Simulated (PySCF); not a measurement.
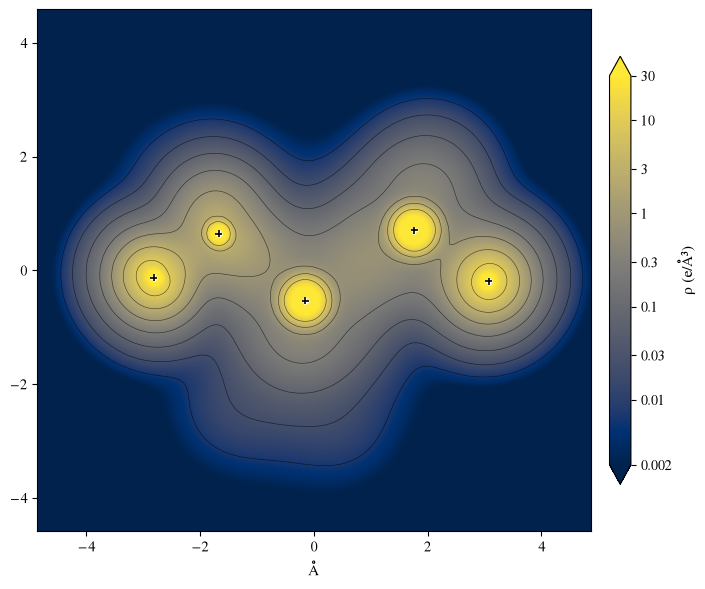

The electron density on a plane through atoms (crosses mark nuclei in the plane).

All numbers below come from PBE0/pcSseg-1, SCF density, gas phase, non-relativistic (PySCF 2.14.0).

Candidates:
A. C4H8S3Si (SMILES CC(=S)[SiH]1SCCS1)
B. CH5F4PSi2
C. C4H7NOSi (SMILES Nc1coc([SiH3])c1)

Which candidate gave the map?

Answer. Candidate B: CH5F4PSi2 on the plane of atoms Si3, Si5 and F7, which holds F, C and Si. C–F (1.38 Å): ρ is about 2.1 e/Å³ halfway, with its minimum of 1.6 e/Å³ about 0.5 Å from C. Si–F (1.59 Å): ρ is about 1.1 e/Å³ halfway.
